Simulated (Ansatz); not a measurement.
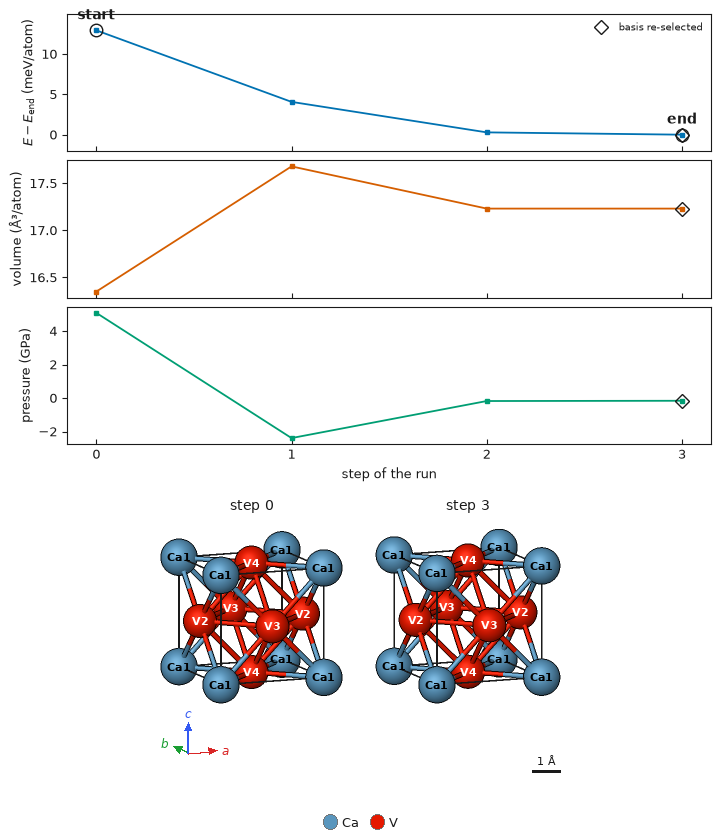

First and last geometry of a relaxation of solid CaV₃ (built on the Cu3Au (L1_2)_221 type) (coarse preliminary run), with the history of the run. The picture is a ball-and-stick view of the cell of the calculation, seen slightly off an axis.

Case: Cu3Au (L1_2) type (Pm-3m, No. 221).

The calculation used DFT PBE, scalar-relativistic, plane waves, PAW (Ansatz).

The input:
```yaml
crystal:
  lattice:
    - [4.0289177148, 0.0, 0.0]
    - [0.0, 4.0289177148, 0.0]
    - [0.0, 0.0, 4.0289177148]
  atoms:
    - { symbol: Ca, position: [0.0, 0.0, 0.0] }
    - { symbol: V, position: [0.0, 0.5, 0.5], spin: 0.36 }
    - { symbol: V, position: [0.5, 0.0, 0.5], spin: 0.36 }
    - { symbol: V, position: [0.5, 0.5, 0.0], spin: 0.36 }
basis:
  ecutwfc: 420
kpoints:
  mp_grid: { grid: [4, 4, 4] }
hamiltonian:
  xc: pbe
scf:
  occupations: { method: gaussian, width: 0.1 }
  lower_state_search: "off"
output:
  forces: true
  stress: true
  eigenvalues: true
  populations: true
magnetization:
  spin_polarized: true
relax:
  adjacent_minimum: "off"
  f_tol: 0.04
  max_steps: 70
  cell: { stress_tol: 0.4 }
```

Launched with:
```bash
ansatz run input.yaml --threads 1 --pin off --max-ram 2560MiB --backend cpu --events-out ev --progress --plain --runs-dir out
```

Question: What do the curves and the structures tell?

Answer: It converged. Over 2 accepted moves (3 points after the start) the energy falls by 12.9 meV per atom. All forces vanish by symmetry, so only the cell relaxes. The pressure goes from 5.08 to −0.16 GPa. At 1 point the geometry stayed and the basis and grid were re-selected for the new cell (energy shift of 0.3 meV per atom at most each time). No atom moves by more than 0.005 Å relative to the cell. The drawn cell changes as follows: a = b = c 4.029 → 4.100 Å (+1.8 %); the volume changes by +5.4 %. Near-neighbour distances that change, for instance: Ca1–V2 2.849 → 2.899 Å, V2–V3 2.849 → 2.899 Å. The space group stays Pm-3m (No. 221).

Limits of the set-up: the k-point mesh is coarse for a cell with partly filled bands.
